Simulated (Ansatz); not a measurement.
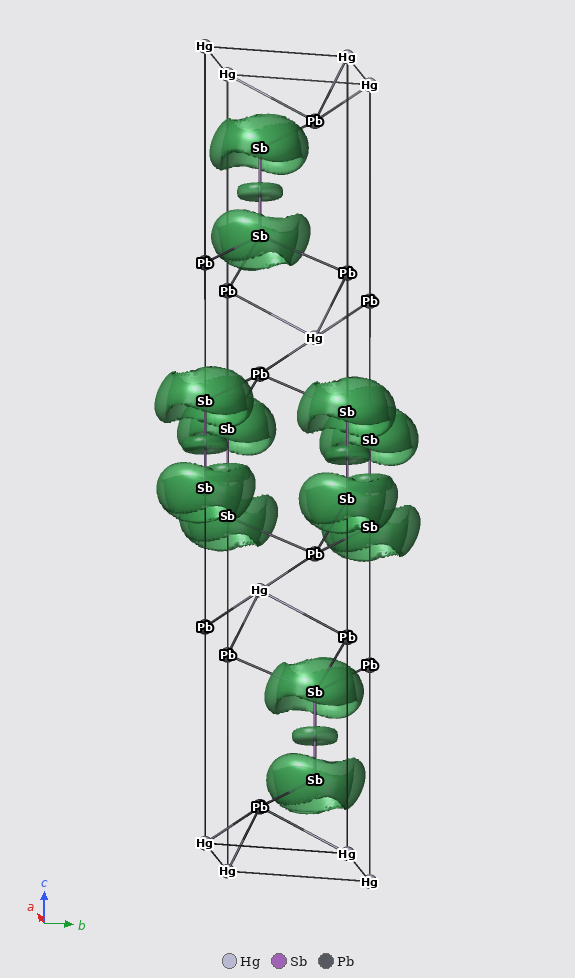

*HgSb2Pb2. Isosurface of the ELF at 0.55 (green), seen at an oblique angle. Core shells and regions of very low density are left out. Sticks mark near contacts.*

Space group R-3m; a structure from a database of computed crystals, not necessarily the ambient phase; started from the CaGa2As2-166 prototype, which need not be the ambient phase.

The calculation used Ansatz, DFT, PBEsol, plane waves, PAW.

```
CELL_PARAMETERS angstrom
4.80944 0.00000 0.00000
-2.40472 4.16510 0.00000
0.00000 0.00000 25.47524
ATOMIC_POSITIONS crystal
Hg 0.00000 0.00000 0.00000
Hg 0.66667 0.33333 0.33333
Hg 0.33333 0.66667 0.66667
Sb 0.33333 0.66667 0.11189
Sb 0.00000 0.00000 0.44522
Sb 0.66667 0.33333 0.77855
Sb 0.33333 0.66667 0.22145
Sb 0.00000 0.00000 0.55478
Sb 0.66667 0.33333 0.88811
Pb 0.00000 0.00000 0.27150
Pb 0.66667 0.33333 0.60484
Pb 0.33333 0.66667 0.93817
Pb 0.66667 0.33333 0.06183
Pb 0.33333 0.66667 0.39516
Pb 0.00000 0.00000 0.72850
```

> Describe the localisation domains.

The surface consists of three regions between bonded Sb–Sb atoms (shared pairs) and six regions wrapped around Sb (the valence shell of each), counted in one cell of 15 atoms. Any copies at cell faces, edges or corners count once.

Values along the shortest contacts:
Sb–Sb (2.79 Å): the ELF peaks at about 0.65 between the atoms. Sb–Pb (3.06 Å): the ELF peaks at about 0.60 between the atoms.
